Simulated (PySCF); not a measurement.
**What a change does: NMR shielding calculation on C3H12AlN**

System: C3H12AlN (Trimethylamine-Alane), SMILES C[N+](C)(C)[AlH3-].
Method of the first run: GIAO PBE0/pcSseg-1 NMR shielding, non-relativistic, IEF-PCM dimethylsulfoxide (PySCF 2.14.0).

The geometry comes from this level: PBE0-D3(BJ)/def2-SVP. Text and figures count atoms from 1; the logs count them from 0 in places.

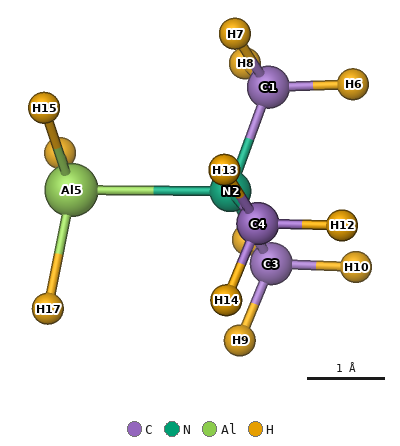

The structure (ball-and-stick view, seen on its broad side; atoms are numbered from 1 in the order of the input). Sticks mark near contacts. Bond lengths as drawn: Al–H 1.61 Å, Al–N 2.08 Å, C–H 1.10 Å and C–N 1.47 Å.

## The input, the first run
```
{"job": {"kind": "nmr", "xc": "PBE0", "basis": "pcSseg-1", "solvent": "dimethylsulfoxide", "pop": false}, "charge": 0, "multiplicity": 1}
C     -0.544522    -0.760510     1.108655
N     -0.178390     0.013805    -0.082512
C     -0.124399    -0.854060    -1.264377
C     -1.127918     1.112231    -0.293983
Al     1.710638     0.825831     0.218544
H     -1.545078    -1.213122     0.991311
H     -0.544938    -0.100624     1.986860
H      0.196847    -1.554735     1.270392
H      0.187343    -0.263612    -2.136580
H     -1.111072    -1.308159    -1.464205
H      0.615058    -1.649512    -1.099992
H     -2.147952     0.723345    -0.461312
H     -1.129285     1.768620     0.586781
H     -0.815977     1.701662    -1.166865
H      1.420854     1.718468     1.525252
H      2.556616    -0.526836     0.425818
H      1.896923     1.603629    -1.177232
```

The first line tells a small driver script what to run in PySCF; the rest is the geometry in Å.

Hardware: 1 CPU thread, shared host.

## Output (the first run)
```
coarse grid: 13384 points
cycle   1  E = -418.3162543567  dE =  3.786e-02  |g| = 2.519e-01  |ddm| = 3.259e+00
cycle   2  E = -418.3243589027  dE = -8.105e-03  |g| = 2.195e-01  |ddm| = 4.138e-01
cycle   3  E = -418.3339861751  dE = -9.627e-03  |g| = 5.443e-02  |ddm| = 1.445e-01
cycle   4  E = -418.3344940169  dE = -5.078e-04  |g| = 1.798e-02  |ddm| = 4.490e-02
cycle   5  E = -418.3345655793  dE = -7.156e-05  |g| = 4.461e-03  |ddm| = 1.765e-02
cycle   6  E = -418.3345704768  dE = -4.897e-06  |g| = 5.098e-04  |ddm| = 4.532e-03
final grid: 120976 points
cycle   7  E = -418.3625507399  dE = -2.740e-05  |g| = 7.646e-03  |ddm| = 2.160e-02
cycle   8  E = -418.3625478906  dE =  2.849e-06  |g| = 8.353e-03  |ddm| = 1.209e-02
cycle   9  E = -418.3625657064  dE = -1.782e-05  |g| = 6.723e-04  |ddm| = 6.433e-03
cycle  10  E = -418.3625657882  dE = -8.182e-08  |g| = 1.926e-04  |ddm| = 5.083e-04
cycle  11  E = -418.3625657952  dE = -7.011e-09  |g| = 2.477e-05  |ddm| = 1.286e-04
cycle  12  E = -418.3625657953  dE = -1.088e-10  |g| = 3.928e-06  |ddm| = 2.879e-05
converged SCF energy = -418.3625657953

GIAO shielding tensors (ppm)
atom      isotropic    diamagn.    paramagn.     s11        s22        s33       span
  0 C      137.693     248.965    -111.272    113.446    115.279    184.355     70.909
  1 N      223.567     319.096     -95.529    201.192    234.690    234.820     33.627
  2 C      137.687     248.743    -111.055    113.544    115.168    184.350     70.806
  3 C      137.681     248.497    -110.816    113.499    115.185    184.360     70.861
  4 Al     414.718     795.803    -381.085    400.718    400.902    442.533     41.815
  5 H       28.984      30.194      -1.210     25.548     26.348     35.055      9.507
  6 H       28.601      30.716      -2.115     24.551     26.503     34.749     10.199
  7 H       28.599      30.746      -2.147     24.542     26.512     34.743     10.201
  8 H       28.597      30.567      -1.970     24.541     26.513     34.739     10.198
  9 H       28.987      30.055      -1.068     25.551     26.353     35.058      9.507
 10 H       28.601      30.615      -2.014     24.549     26.508     34.745     10.196
 11 H       28.985      29.905      -0.920     25.550     26.351     35.054      9.504
 12 H       28.603      30.448      -1.845     24.553     26.502     34.754     10.201
 13 H       28.597      30.420      -1.823     24.540     26.506     34.746     10.205
 14 H       27.708      31.198      -3.490     24.605     26.760     31.760      7.155
 15 H       27.711      31.199      -3.488     24.606     26.770     31.756      7.150
 16 H       27.711      31.213      -3.502     24.605     26.768     31.760      7.155
```

The input of the second run differs as follows (lines with − go, lines with + come):
```diff
-"solvent": "dimethylsulfoxide"
-"pop": false
+"solvent": "chloroform"
+"pop": true
```

How does the second run compare with the first run?

The total energy of the second run is 2.2 kcal/mol higher: the change of the electrostatic solvation energy at this fixed geometry, without cavity or dispersion terms. The HOMO goes from −7.92 to −7.76 eV. The LUMO goes from 0.45 to 0.51 eV. The dipole moment goes from 6.57 to 6.21 D. Of all shieldings, the largest change is that of Al5, by −2.4 ppm. The number of SCF iterations is the same.

## Output (the second run)
```
coarse grid: 13384 points
cycle   1  E = -418.3122904597  dE =  4.158e-02  |g| = 2.535e-01  |ddm| = 3.259e+00
cycle   2  E = -418.3208238217  dE = -8.533e-03  |g| = 2.184e-01  |ddm| = 4.137e-01
cycle   3  E = -418.3303826833  dE = -9.559e-03  |g| = 5.466e-02  |ddm| = 1.442e-01
cycle   4  E = -418.3308986553  dE = -5.160e-04  |g| = 1.792e-02  |ddm| = 4.468e-02
cycle   5  E = -418.3309689483  dE = -7.029e-05  |g| = 4.568e-03  |ddm| = 1.766e-02
cycle   6  E = -418.3309740338  dE = -5.085e-06  |g| = 5.797e-04  |ddm| = 4.345e-03
final grid: 120976 points
cycle   7  E = -418.3589677806  dE = -2.736e-05  |g| = 7.705e-03  |ddm| = 2.167e-02
cycle   8  E = -418.3589645978  dE =  3.183e-06  |g| = 8.478e-03  |ddm| = 1.228e-02
cycle   9  E = -418.3589829617  dE = -1.836e-05  |g| = 7.064e-04  |ddm| = 6.601e-03
cycle  10  E = -418.3589830534  dE = -9.169e-08  |g| = 1.903e-04  |ddm| = 5.290e-04
cycle  11  E = -418.3589830602  dE = -6.799e-09  |g| = 2.420e-05  |ddm| = 1.242e-04
cycle  12  E = -418.3589830603  dE = -9.993e-11  |g| = 4.188e-06  |ddm| = 2.777e-05
converged SCF energy = -418.3589830603

GIAO shielding tensors (ppm)
atom      isotropic    diamagn.    paramagn.     s11        s22        s33       span
  0 C      137.371     248.956    -111.585    113.358    114.649    184.105     70.748
  1 N      223.556     319.322     -95.766    200.945    234.797    234.927     33.982
  2 C      137.359     248.740    -111.381    113.451    114.532    184.093     70.642
  3 C      137.356     248.499    -111.143    113.410    114.553    184.106     70.696
  4 Al     412.341     795.851    -383.510    397.620    397.780    441.623     44.004
  5 H       29.143      30.355      -1.211     25.734     26.509     35.186      9.452
  6 H       28.576      30.713      -2.137     24.528     26.491     34.709     10.181
  7 H       28.576      30.743      -2.167     24.520     26.502     34.704     10.184
  8 H       28.574      30.569      -1.995     24.519     26.503     34.700     10.180
  9 H       29.147      30.218      -1.071     25.737     26.514     35.190      9.452
 10 H       28.577      30.613      -2.036     24.528     26.498     34.705     10.178
 11 H       29.145      30.070      -0.925     25.737     26.512     35.186      9.450
 12 H       28.578      30.448      -1.870     24.531     26.491     34.714     10.183
 13 H       28.575      30.424      -1.849     24.520     26.497     34.708     10.188
 14 H       27.595      31.036      -3.441     24.466     26.649     31.668      7.202
 15 H       27.598      31.037      -3.439     24.469     26.661     31.665      7.197
 16 H       27.599      31.053      -3.454     24.468     26.659     31.669      7.201
```

## The two runs side by side

```tsv
quantity	the first run	the second run
outcome	converged	converged
total energy (hartree)	−418.362566	−418.358983
HOMO (eV)	−7.92	−7.76
LUMO (eV)	0.45	0.51
dipole moment (D)	6.57	6.21
shielding of C1 (ppm)	137.7	137.4
shielding of C3 (ppm)	137.7	137.4
shielding of C4 (ppm)	137.7	137.4
shielding of Al5 (ppm)	414.7	412.3
shielding of H6 (ppm)	29.0	29.1
shielding of H10 (ppm)	29.0	29.1
shielding of H12 (ppm)	29.0	29.1
SCF iterations	12	12
basis functions	152	152
wall time (shared host)	12 s	13 s
```
